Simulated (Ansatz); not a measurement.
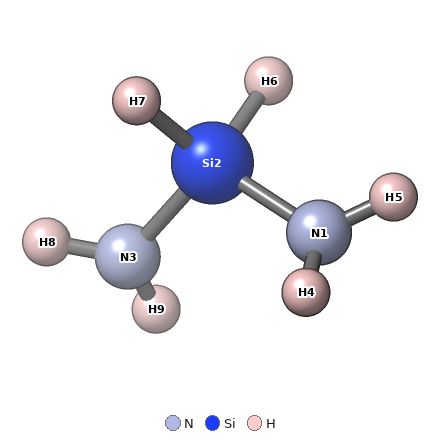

The system is H₆N₂Si, SMILES N[SiH2]N; the picture shows the reference structure. First axis: dihedral N1–Si2–N3–H8. Second axis: dihedral H4–N1–Si2–N3. Nothing is relaxed (all other coordinates rigid). The grid has 8 × 8 points. Points are written as (first, second). All energies are given in kJ/mol relative to the lowest grid point. Energies and slopes of some neighbouring points disagree (a jump in structure or state, or too coarse a mesh). Method: Ansatz 0.2.0, RKS wB97X-V/def2-SVP.

Its coordinates:

```xyz
9

N    -0.8093    0.1353   -1.2163
Si    0.4262    0.3675   -0.0330
N     0.1616   -0.7428    1.2623
H    -0.9668   -0.7671   -1.6527
H    -1.1223    0.9012   -1.8025
H     0.3375    1.8301    0.2844
H     1.8396    0.0899   -0.4493
H     0.9353   -1.0964    1.8140
H    -0.7133   -0.7641    1.7759
```

Range: dihedral N1–Si2–N3–H8 from −180 to 135°; dihedral H4–N1–Si2–N3 from −180 to 135°.

What will the energy surface look like?

The lowest grid point is at (135°, −45°). Other grid points that lie below all their neighbours: (−45°, −45°) (2.2 kJ/mol higher); (135°, 135°) (3.5 kJ/mol higher); (−45°, 135°) (6.7 kJ/mol higher). The highest grid point, (−135°, −180°), lies 33.4 kJ/mol above the lowest.

```csv
"dihedral H4–N1–Si2–N3 ↓, dihedral N1–Si2–N3–H8 →",−180,−135,−90,−45,0,45,90,135
135,11.6,30.8,21.8,6.7,15.4,29.5,20.6,3.5
90,9.4,27.5,26.8,12.6,13.3,26.8,25.9,9.3
45,24.3,31.6,32.8,29.2,28.7,31.1,31.8,25.6
0,24.1,32.0,25.0,20.9,29.1,31.8,24.1,17.5
−45,6.7,25.3,16.9,2.2,11.1,26.2,17.4,0.0
−90,8.2,25.5,24.9,10.6,11.5,26.4,26.3,9.3
−135,24.2,30.4,31.6,27.9,27.2,30.9,32.6,26.6
−180,26.3,33.4,26.1,21.7,29.3,32.5,25.7,19.5
```

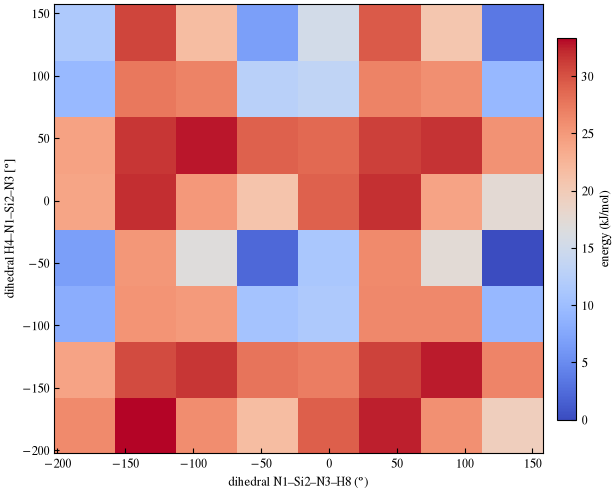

Drawn: one coloured cell a grid point.

The whole map (64 points run) took 11 min on 1 thread of Intel(R) Xeon(R) Platinum 8259CL CPU @ 2.50GHz (Skylake/Cascade Lake), with other jobs on the host.
